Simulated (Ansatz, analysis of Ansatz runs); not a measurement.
# Migration in Y2S2O (P2_1/c): O_i by the interstitialcy path, charge 0

How high is the barrier when O changes place in Y2S2O (P2_1/c)? The case: O_i by the interstitialcy path, charge 0, in a cell of 40 host atoms with 1 O put in.

Calculated with Ansatz 0.2.0; plane-wave PAW DFT, LDA; nudged elastic band between two relaxed defect structures.

### 1. Set-up

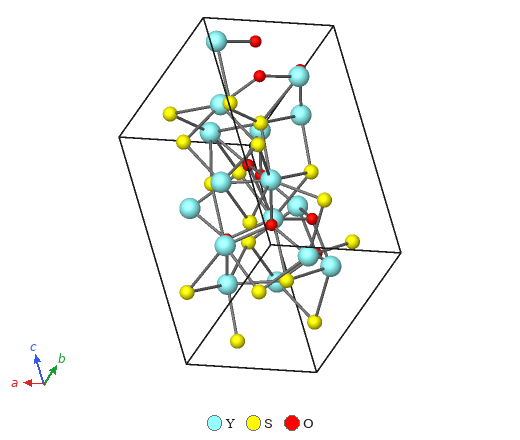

The starting structure, seen from a free direction (yttrium light teal, sulfur yellow, oxygen red). Some periodic images of atoms are drawn too.

The cell holds 41 atoms: 16 Y, 16 S and 9 O. Cell: a = 9.558 Å, b = 9.611 Å, c = 10.562 Å, α = 56.3°, β = 68.7°, γ = 66.9°. It derives from Y2S2O (space group P2_1/c). Nearest the centre at fractional (0.422, 0.600, 0.114): O41 at 1.51 Å, O39 at 1.51 Å, Y7 at 1.79 Å, Y11 at 2.02 Å, S32 at 2.29 Å, S17 at 2.50 Å, O36 at 2.75 Å, Y16 at 2.83 Å.

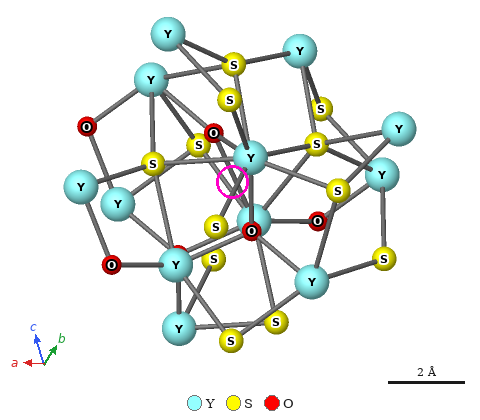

The atoms within 5 Å of the centre. A ring marks the centre wherever it is empty.

Coordinates:

```xyz
41
Lattice="-1.1302 6.7797 6.6422 6.9691 0.0000 6.6185 8.0992 6.7797 -0.0236" Properties=species:S:1:pos:R:3 pbc="T T T"
Y     6.1410    6.4114    4.9637
Y     5.0108    6.4114   11.6059
Y     8.3622    3.0216    4.9522
Y     8.3622    9.8012    4.9522
Y     8.9273    7.1480    1.6312
Y     7.7971    7.1480    8.2733
Y     5.5759    3.7581    8.2848
Y     5.5759   10.5378    8.2848
Y    10.7663    5.8046    4.4819
Y     2.6671    5.8046    4.5056
Y     3.7369    2.4148    5.4340
Y     3.7369    9.1944    5.4340
Y    11.2710    7.7548    8.7315
Y     3.1718    7.7548    8.7551
Y    10.2012    4.3649    7.8030
Y    10.2012   11.1446    7.8030
S     6.3789    1.8865    6.4208
S     6.3789    8.6662    6.4208
S     2.0982    2.4877    2.8293
S     9.0673    9.2673    9.4478
S     4.8708    4.2920    3.7892
S    11.8399   11.0717   10.4077
S     9.6324    7.6818    6.1268
S     1.5332    7.6818    6.1504
S     8.1243    5.2763    3.4952
S     6.9941    5.2763   10.1374
S     7.5592    4.8932    6.8163
S     7.5592   11.6729    6.8163
S     6.9440    8.2830    3.0997
S     5.8138    8.2830    9.7419
S    12.4050    5.8775    7.0867
S     4.3058    5.8775    7.1103
O     9.6786    6.1878    8.9364
O     9.6786   12.9675    8.9364
O    10.2436    3.9817    5.6154
O     2.1444    3.9817    5.6390
O     4.2596    0.5918    4.3006
O     4.2596    7.3715    4.3006
O    11.7937    9.5777    7.5981
O     3.6945    9.5777    7.6217
O     5.5575    4.4692    5.9231
```

The cell's shortest repeat is 9.6 Å.

### 2. Relaxation of the start point, charge 0

The ends come first: from an unrelaxed start the top is counted from too high an energy, and the barrier comes out too low. Small random displacements break the symmetry of the ideal sites, so that the defect can distort if it gains by it. A width of 0.01 eV lets levels that lie close at the Fermi energy share an electron.

A first try with fixed occupations did not converge, so this run has a small smearing.

q0.start_smeared/input.yaml reads:

```yaml
crystal:
  lattice:
    - [-1.13015356, 6.77967323, 6.6421666]
    - [6.96905613, 0.0, 6.61852732]
    - [8.0992097, 6.77967323, -0.02363928]
  atoms:
    - { symbol: "Y", position: [0.41656442, 0.33381268, 0.52911365] }
    - { symbol: "Y", position: [0.91656442, 0.83381268, 0.02911365] }
    - { symbol: "Y", position: [0.02911365, 0.72050926, 0.41656442] }
    - { symbol: "Y", position: [0.52911365, 0.22050926, 0.91656442] }
    - { symbol: "Y", position: [0.08343558, 0.16618732, 0.97088635] }
    - { symbol: "Y", position: [0.58343558, 0.66618732, 0.47088635] }
    - { symbol: "Y", position: [0.47088635, 0.77949074, 0.08343558] }
    - { symbol: "Y", position: [0.97088635, 0.27949074, 0.58343558] }
    - { symbol: "Y", position: [0.05592476, 0.62391369, 0.80025064] }
    - { symbol: "Y", position: [0.55592476, 0.12391369, 0.30025064] }
    - { symbol: "Y", position: [0.30025064, 0.51991091, 0.05592476] }
    - { symbol: "Y", position: [0.80025064, 0.01991091, 0.55592476] }
    - { symbol: "Y", position: [0.44407524, 0.87608631, 0.69974936] }
    - { symbol: "Y", position: [0.94407524, 0.37608631, 0.19974936] }
    - { symbol: "Y", position: [0.19974936, 0.98008909, 0.44407524] }
    - { symbol: "Y", position: [0.69974936, 0.48008909, 0.94407524] }
    - { symbol: S, position: [0.16263204, 0.8073203, 0.11562368] }
    - { symbol: S, position: [0.66263204, 0.3073203, 0.61562368] }
    - { symbol: S, position: [0.23768224, 0.18941516, 0.12924741] }
    - { symbol: S, position: [0.73768224, 0.68941516, 0.62924741] }
    - { symbol: S, position: [0.26231776, 0.31058484, 0.37075259] }
    - { symbol: S, position: [0.76231776, 0.81058484, 0.87075259] }
    - { symbol: S, position: [0.37075259, 0.5563448, 0.76231776] }
    - { symbol: S, position: [0.87075259, 0.0563448, 0.26231776] }
    - { symbol: S, position: [0.11562368, 0.41442398, 0.66263204] }
    - { symbol: S, position: [0.61562368, 0.91442398, 0.16263204] }
    - { symbol: S, position: [0.33736796, 0.6926797, 0.38437632] }
    - { symbol: S, position: [0.83736796, 0.1926797, 0.88437632] }
    - { symbol: S, position: [0.38437632, 0.08557602, 0.83736796] }
    - { symbol: S, position: [0.88437632, 0.58557602, 0.33736796] }
    - { symbol: S, position: [0.12924741, 0.9436552, 0.73768224] }
    - { symbol: S, position: [0.62924741, 0.4436552, 0.23768224] }
    - { symbol: O, position: [0.43980694, 0.91052819, 0.4728954] }
    - { symbol: O, position: [0.93980694, 0.41052819, 0.9728954] }
    - { symbol: O, position: [0.0271046, 0.82323053, 0.56019306] }
    - { symbol: O, position: [0.5271046, 0.32323053, 0.06019306] }
    - { symbol: O, position: [0.06019306, 0.58947181, 0.0271046] }
    - { symbol: O, position: [0.56019306, 0.08947181, 0.5271046] }
    - { symbol: O, position: [0.4728954, 0.67676947, 0.93980694] }
    - { symbol: O, position: [0.9728954, 0.17676947, 0.43980694] }
    - { symbol: O, position: [0.371411, 0.523221, 0.287792] }
basis:
  ecutwfc: 420
  xc_grid: 2
hamiltonian:
  xc: lda
kpoints:
  mp_grid: { grid: [1, 1, 1] }
scf:
  occupations: { method: fermi_dirac, width: 0.01 }
  max_iter: 60
output:
  forces: true
relax:
  f_tol: 0.015
  max_steps: 70
  random_displacement: { amplitude: 0.03, seed: 9745 }
```

Launch:

```bash
ansatz run input.yaml --threads 4 --pin off --max-ram 7536MiB --backend cpu --events-out ev --progress --plain --runs-dir out
```

Numbers of over 12 decimals in the logs are rounded to 6 here.

The log of the run:

```text
[... repeated set-up lines and file paths are left out, and long positions are rounded to six places ...]
The last accepted step is kept in <dir> (removed where the run ends without a failure and the disk answers)
Engine: ansatz 0.2.0, aarch64-unknown-linux-gnu
Pseudopotentials: kind: paw
Pseudopotential: Y, paw, valence charge 11, recommended cutoff 420 eV (normal), Y.paw.azcp
Pseudopotential: S, paw, valence charge 6, recommended cutoff 420 eV (normal), S.paw.azcp
Pseudopotential: O, paw, valence charge 6, recommended cutoff 420 eV (normal), O.paw.azcp
Functional definition: SPW92
  exchange = slater_x
  correlation = pw_c
Crystal: 41 atoms, lattice volume = 729.080 Å³
Basis set: ecut = 420 eV, 14223 PW (Γ), exchange–correlation on 128×144×144 points (8 copies of the dense FFT grid, shifted against one another)
Bands: 204, of which v1, the nominal top of the filled ones, is band 163 counted from 1 (162 counted from 0)
Symmetry: 1 space group operations
k-points: 1
Non-local potential: Y, projectors of the file, l = 0: 3, l = 1: 2, l = 2: 2, l = 3: 1
Non-local potential: S, projectors of the file, l = 0: 2, l = 1: 2, l = 2: 2
Non-local potential: O, projectors of the file, l = 0: 2, l = 1: 2, l = 2: 1
PAW form: soft (Blöchl's): semilocal exchange-correlation on the pseudo side does not see the compensation charge
PAW frozen core: Y, regenerated for the run's functional, and the local potential with it (the file was generated under x = pbe(κ = 0.804, μ = 0.219515), c = pbe(β = 0.066725))
PAW frozen core: S, regenerated for the run's functional, and the local potential with it (the file was generated under x = pbe(κ = 0.804, μ = 0.219515), c = pbe(β = 0.066725))
PAW frozen core: O, regenerated for the run's functional, and the local potential with it (the file was generated under x = pbe(κ = 0.804, μ = 0.219515), c = pbe(β = 0.066725))
PAW one-centre angular grid: Y, 590 points (default); XC on 64 Gauss nodes
PAW one-centre angular grid: S, 110 points (default); XC on 64 Gauss nodes
PAW one-centre angular grid: O, 110 points (default); XC on 64 Gauss nodes
Initial density: superposition of atomic densities (neutral atoms: chi_scale 0, normalization atom), corrected by the library's trained network
Initial wavefunctions: pseudopotential atomic-orbital guess
Functional: x = slater, c = lda
SCF iter   1: F=—  HF=-78924.409537 eV  |F-HF|=—  |Δ(HF+E_count)|=         —  Δρ=1.56e-2  dr2=2.06e0  ethr=1.77e-3  ⟨swp⟩=6.0  Hψ=803  notcnv=0  defer=14
preconditioner: auto → Resta (q_TF=auto, 2.386 Å⁻¹)  ε∞=3.7  [insulator: Δε(μ)=0.279 eV  Ē_g=14.464 eV  σ=0.010 eV  W_gap=1.00  n_scr=164 (ndim 8)  ℏωp=23.6 eV  f_vac=0.000  D(μ)=0.00/eV (n_scr^D=0)  ε∞_Penn≈3.7]
SCF iter   2: F=—  HF=-78924.147972 eV  |F-HF|=—  |Δ(HF+E_count)|=   2.62e-1  Δρ=2.16e-2  dr2=3.46e0  ethr=6.32e-4  ⟨swp⟩=2.0  Hψ=343  notcnv=0  defer=32
SCF iter   3: F=—  HF=-78924.119400 eV  |F-HF|=—  |Δ(HF+E_count)|=   2.86e-2  Δρ=1.10e-2  dr2=9.03e-1  ethr=6.32e-4  ⟨swp⟩=2.0  Hψ=173  notcnv=0  defer=32
SCF iter   4: F=—  HF=-78924.036837 eV  |F-HF|=—  |Δ(HF+E_count)|=   8.26e-2  Δρ=8.76e-3  dr2=5.61e-1  ethr=2.77e-4  ⟨swp⟩=2.0  Hψ=173  notcnv=0  defer=32
SCF iter   5: F=—  HF=-78923.986271 eV  |F-HF|=—  |Δ(HF+E_count)|=   5.06e-2  Δρ=5.12e-3  dr2=1.60e-1  ethr=1.72e-4  ⟨swp⟩=1.0  Hψ=235  notcnv=0  defer=32
SCF iter   6: F=—  HF=-78923.985995 eV  |F-HF|=—  |Δ(HF+E_count)|=   2.77e-4  Δρ=5.64e-3  dr2=2.16e-1  ethr=4.91e-5  ⟨swp⟩=1.0  Hψ=172  notcnv=0  defer=32
SCF iter   7: F=—  HF=-78923.998144 eV  |F-HF|=—  |Δ(HF+E_count)|=   1.21e-2  Δρ=7.79e-3  dr2=4.07e-1  ethr=4.91e-5  ⟨swp⟩=2.0  Hψ=173  notcnv=0  defer=32
SCF iter   8: F=—  HF=-78923.982990 eV  |F-HF|=—  |Δ(HF+E_count)|=   1.52e-2  Δρ=1.80e-3  dr2=2.34e-2  ethr=4.91e-5  ⟨swp⟩=1.0  Hψ=172  notcnv=0  defer=32
SCF iter   9: F=—  HF=-78923.982595 eV  |F-HF|=—  |Δ(HF+E_count)|=   3.95e-4  Δρ=9.46e-4  dr2=6.05e-3  ethr=7.18e-6  ⟨swp⟩=1.0  Hψ=172  notcnv=0  defer=32
SCF iter  10: F=—  HF=-78923.982508 eV  |F-HF|=—  |Δ(HF+E_count)|=   8.76e-5  Δρ=4.56e-4  dr2=1.57e-3  ethr=1.85e-6  ⟨swp⟩=1.0  Hψ=172  notcnv=0  defer=32
SCF iter  11: F=—  HF=-78923.982754 eV  |F-HF|=—  |Δ(HF+E_count)|=   2.46e-4  Δρ=2.90e-4  dr2=6.29e-4  ethr=4.81e-7  ⟨swp⟩=1.0  Hψ=172  notcnv=0  defer=32
SCF iter  12: F=—  HF=-78923.982743 eV  |F-HF|=—  |Δ(HF+E_count)|=   1.09e-5  Δρ=6.81e-5  dr2=3.43e-5  ethr=1.93e-7  ⟨swp⟩=1.0  Hψ=172  notcnv=0  defer=32
SCF iter  13: F=-78923.982742 eV  HF=-78923.982742 eV  |F-HF|=3.25e-7  |Δ(HF+E_count)|=   6.37e-7  Δρ=7.65e-6  dr2=3.91e-7  ethr=1.73e-9  ⟨swp⟩=2.0  Hψ=469  notcnv=0
SCF 1 converged in 13 iterations: F = -78923.982742 eV  dr2 = 3.91e-7
  greatest PAW one-centre occupation: 0.992 electrons in one spin orbital (limit 2), on the Y atom at site 14 (counted from 0), in its partial waves of l = 0
relax step   1: F+E_penalty+E_count = -78923.98274184 eV  Δ(F+E_penalty+E_count) = +0.000e0 eV  max|allowed force component| = 1.703e0 eV/Å  Δτ_max = 0.0000 Å  (13 SCF iters, dr2 threshold 5.63e-6 eV, accepted)
[... the SCF cycles and remarks between the steps are left out from here to the last step ...]
relax step   2: F+E_penalty+E_count = -78924.85164355 eV  Δ(F+E_penalty+E_count) = -8.689e-1 eV  max|allowed force component| = 2.489e0 eV/Å  Δτ_max = 0.1979 Å  (9 SCF iters, dr2 threshold 1.00e-4 eV, accepted)
relax step   3: F+E_penalty+E_count = -78925.59967886 eV  Δ(F+E_penalty+E_count) = -7.480e-1 eV  max|allowed force component| = 1.975e0 eV/Å  Δτ_max = 0.1986 Å  (6 SCF iters, dr2 threshold 1.00e-4 eV, accepted)
relax step   4: F+E_penalty+E_count = -78926.13910867 eV  Δ(F+E_penalty+E_count) = -5.394e-1 eV  max|allowed force component| = 2.026e0 eV/Å  Δτ_max = 0.1927 Å  (6 SCF iters, dr2 threshold 1.00e-4 eV, accepted)
relax step   5: F+E_penalty+E_count = -78926.63126769 eV  Δ(F+E_penalty+E_count) = -4.922e-1 eV  max|allowed force component| = 1.532e0 eV/Å  Δτ_max = 0.1940 Å  (6 SCF iters, dr2 threshold 1.00e-4 eV, accepted)
relax step   6: F+E_penalty+E_count = -78926.81122423 eV  Δ(F+E_penalty+E_count) = -1.800e-1 eV  max|allowed force component| = 1.844e0 eV/Å  Δτ_max = 0.1949 Å  (6 SCF iters, dr2 threshold 1.00e-4 eV, accepted)
relax step   7: F+E_penalty+E_count = -78926.97334947 eV  Δ(F+E_penalty+E_count) = -1.621e-1 eV  max|allowed force component| = 3.965e-1 eV/Å  Δτ_max = 0.2000 Å  (6 SCF iters, dr2 threshold 1.00e-4 eV, accepted)
relax step   8: F+E_penalty+E_count = -78927.01851418 eV  Δ(F+E_penalty+E_count) = -4.516e-2 eV  max|allowed force component| = 2.713e-1 eV/Å  Δτ_max = 0.0844 Å  (6 SCF iters, dr2 threshold 9.82e-6 eV, accepted)
relax step   9: F+E_penalty+E_count = -78927.03969431 eV  Δ(F+E_penalty+E_count) = -2.118e-2 eV  max|allowed force component| = 1.877e-1 eV/Å  Δτ_max = 0.0450 Å  (6 SCF iters, dr2 threshold 4.60e-6 eV, accepted)
relax step  10: F+E_penalty+E_count = -78927.02610373 eV  Δ(F+E_penalty+E_count) = +1.359e-2 eV  max|allowed force component| = 3.281e-1 eV/Å  Δτ_max = 0.2000 Å  (7 SCF iters, dr2 threshold 1.65e-5 eV, rejected (line search))
relax step  11: F+E_penalty+E_count = -78927.05653422 eV  Δ(F+E_penalty+E_count) = -1.684e-2 eV  max|allowed force component| = 9.909e-2 eV/Å  Δτ_max = 0.0792 Å  (8 SCF iters, accepted)
relax step  12: F+E_penalty+E_count = -78927.05909321 eV  Δ(F+E_penalty+E_count) = -2.559e-3 eV  max|allowed force component| = 3.075e-2 eV/Å  Δτ_max = 0.0331 Å  (5 SCF iters, dr2 threshold 2.74e-6 eV, accepted)
SCF iter   1: F=—  HF=-78927.059606 eV  |F-HF|=—  |Δ(HF+E_count)|=         —  Δρ=2.87e-4  dr2=6.04e-4  ethr=2.39e-6  ⟨swp⟩=3.0  Hψ=350  notcnv=0  defer=37
SCF iter   2: F=—  HF=-78927.059453 eV  |F-HF|=—  |Δ(HF+E_count)|=   1.52e-4  Δρ=1.33e-4  dr2=9.05e-5  ethr=1.85e-7  ⟨swp⟩=2.0  Hψ=306  notcnv=0  defer=37
SCF iter   3: F=—  HF=-78927.059694 eV  |F-HF|=—  |Δ(HF+E_count)|=   2.40e-4  Δρ=5.13e-5  dr2=1.58e-5  ethr=2.78e-8  ⟨swp⟩=2.0  Hψ=282  notcnv=0  defer=37
SCF iter   4: F=—  HF=-78927.059691 eV  |F-HF|=—  |Δ(HF+E_count)|=   2.88e-6  Δρ=1.91e-5  dr2=1.91e-6  ethr=4.84e-9  ⟨swp⟩=3.0  Hψ=267  notcnv=0  defer=37
SCF iter   5: F=—  HF=-78927.059691 eV  |F-HF|=—  |Δ(HF+E_count)|=   3.09e-7  Δρ=3.82e-6  dr2=1.01e-7  ethr=5.86e-10  ⟨swp⟩=2.0  Hψ=264  notcnv=0  defer=37
SCF iter   6: F=-78927.059691 eV  HF=-78927.059691 eV  |F-HF|=1.22e-8  |Δ(HF+E_count)|=   4.67e-9  Δρ=1.70e-6  dr2=1.80e-8  ethr=3.07e-11  ⟨swp⟩=3.0  Hψ=534  notcnv=0
SCF 13 converged in 6 iterations: F = -78927.059691 eV  dr2 = 1.80e-8
relax step  13: F+E_penalty+E_count = -78927.05969052 eV  Δ(F+E_penalty+E_count) = -5.973e-4 eV  max|allowed force component| = 8.158e-3 eV/Å  Δτ_max = 0.0057 Å  (6 SCF iters, accepted)
SCF converged after 6 iterations
Free energy (F): -78927.059691 eV
Harris-Foulkes:  -78927.059691 eV  (|F-HF|=1.22e-8)
Internal energy: -78927.059691 eV  (E = F + TS)
E sigma→0 (E₀):  -78927.059691 eV
Fermi energy:    10.431775 eV
--- Per-component energies (eV) ---
  E_band       = -1351.623944
  E_kinetic    = 8242.252109
  E_local      = -14600.353605  (includes V_loc(G=0)·N_el)
  E_nonlocal   = 1776.133064
  E_hartree    = 5020.046781
  E_xc         = -4990.039241
  E_vxc        = -5484.733403  (∫ρ·V_xc dr)
  E_paw        = -54016.285590  (= ΣΔE_a)
  E_vpaw       = -1325.036478  (= ΣTr[D̂ρ^β])
  E_aug_tail   = 0.022484  (compensation charges beyond the density's cutoff)
  E_ewald      = -20367.432521
  E_core_change = 8.596827  (= ΣΔE_core)
  E_smearing   = -0.000000  (= −TS)
  E_closure    = 0.000000  (closes the sum)
  Σ components = -78927.059691   (vs F -78927.059691, Δ=0.00e0)
--- Forces (eV/Å), atoms counted from 1 ---
  atom   1  Y      0.00261951     0.00106511     0.00496899
  atom   2  Y      0.00099643     0.00089666     0.00011015
  [... 4 atoms left out ...]
  atom   7  Y      0.00377018     0.00157877    -0.00021618
  [... 3 atoms left out ...]
  atom  11  Y      0.00101378    -0.00711240    -0.00061949
  [... 4 atoms left out ...]
  atom  16  Y     -0.00269562    -0.00325307     0.00024617
  atom  17  S      0.00022839    -0.00129180     0.00252991
  [... 3 atoms left out ...]
  atom  21  S      0.00160646     0.00137505    -0.00435608
  [... 5 atoms left out ...]
  atom  27  S     -0.00432217     0.00273140    -0.00533170
  [... 4 atoms left out ...]
  atom  32  S      0.00439881     0.00051675    -0.00206920
  [... 3 atoms left out ...]
  atom  36  O     -0.00258861     0.00169945     0.00229714
  [... 2 atoms left out ...]
  atom  39  O     -0.00221501    -0.00213644    -0.00179535
  [... 1 atom left out ...]
  atom  41  O      0.00100306    -0.00159031     0.00815856
  max |Σ_I F_I| component: 1.98e-5 eV/Å
--- Relaxed structure (13 steps of the walk, 12 accepted, 0 SCFs on fresh bases) ---
  F+E_penalty+E_count = -78927.05969052 eV   max|allowed force component| = 8.158e-3 eV/Å
  atoms:
    - { symbol: Y, position: [0.419390, 0.342490, 0.519706] }
    - { symbol: Y, position: [0.917623, 0.834816, 0.031994] }
    [... 4 atoms left out ...]
    - { symbol: Y, position: [0.470726, 0.785023, 0.080765] }
    [... 3 atoms left out ...]
    - { symbol: Y, position: [0.301744, 0.522633, 0.066793] }
    [... 4 atoms left out ...]
    - { symbol: Y, position: [0.698118, 0.485931, 0.941367] }
    - { symbol: S, position: [0.162451, 0.829091, 0.097850] }
    [... 3 atoms left out ...]
    - { symbol: S, position: [0.265483, 0.275330, 0.402265] }
    [... 5 atoms left out ...]
    - { symbol: S, position: [0.343379, 0.703031, 0.380711] }
    [... 4 atoms left out ...]
    - { symbol: S, position: [0.633656, 0.445917, 0.233909] }
    [... 3 atoms left out ...]
    - { symbol: O, position: [0.524991, 0.325574, 0.067037] }
    [... 2 atoms left out ...]
    - { symbol: O, position: [0.473990, 0.680372, 0.938939] }
    [... 1 atom left out ...]
    - { symbol: O, position: [0.267039, 0.482746, 0.317485] }
```

Run time: 66 s. Hardware: 4 threads of Arm Neoverse N1, shared host; peak memory 0.76 GiB.

Relaxation path:

| step | energy less that of the first step (eV) | largest force component (eV/Å) |
| --- | --- | --- |
| 1 | 0.0000 | 1.7025 |
| 2 | -0.8689 | 2.4886 |
| 3 | -1.6169 | 1.9745 |
| 4 | -2.1564 | 2.0256 |
| 5 | -2.6485 | 1.5320 |
| 6 | -2.8285 | 1.8440 |
| 7 | -2.9906 | 0.3965 |
| 8 | -3.0358 | 0.2713 |
| 9 | -3.0570 | 0.1877 |
| 10 | -3.0434 | 0.3281 |
| 11 | -3.0738 | 0.0991 |
| 12 | -3.0764 | 0.0308 |
| 13 | -3.0769 | 0.0082 |

Relaxation step 10 was tried and not accepted.

The atoms that moved most (Å, from the sites as typed, ahead of the random displacement):

| atom | dx | dy | dz | length |
| --- | --- | --- | --- | --- |
| O41 | 0.076 | -0.505 | -0.961 | 1.089 |
| S21 | 0.006 | 0.236 | -0.212 | 0.318 |
| Y3 | -0.177 | 0.071 | 0.067 | 0.202 |
| S17 | 0.008 | -0.121 | 0.144 | 0.188 |
| Y11 | 0.105 | 0.085 | 0.028 | 0.138 |
| Y10 | -0.064 | 0.104 | 0.059 | 0.135 |
| S27 | 0.035 | 0.017 | 0.109 | 0.116 |
| Y8 | 0.036 | -0.013 | -0.095 | 0.102 |

Neighbours of O41 at the end:

| atom | distance (Å) |
| --- | --- |
| S21 | 1.676 |
| Y11 | 2.367 |
| Y1 | 2.454 |
| Y3 | 2.697 |
| S17 | 2.823 |
| S27 | 2.932 |
| S25 | 3.132 |
| S32 | 3.211 |

Among the atoms that came to bonding distance: S21–O41 1.68 Å (from 2.25).

Numbers from this step:

```
free energy                                                                                       : -78927.0597 eV
largest move from the ideal geometry of this structure, a common shift of the far atoms taken out : 1.110 Å
```

The relaxation gained 3.077 eV and ended with a largest force component of 0.0082 eV/Å.

[end of part 1 of 3]

[Logs are printed without paths, hosts, clocks, repeated set-up lines and the standing remarks that a program may print on its own settings, such as how far it seeks lower states.]

[Hosts, paths, dates, database ids (printed as entryN), source tags and the programs' standing remarks are cut or masked in the printed files.]
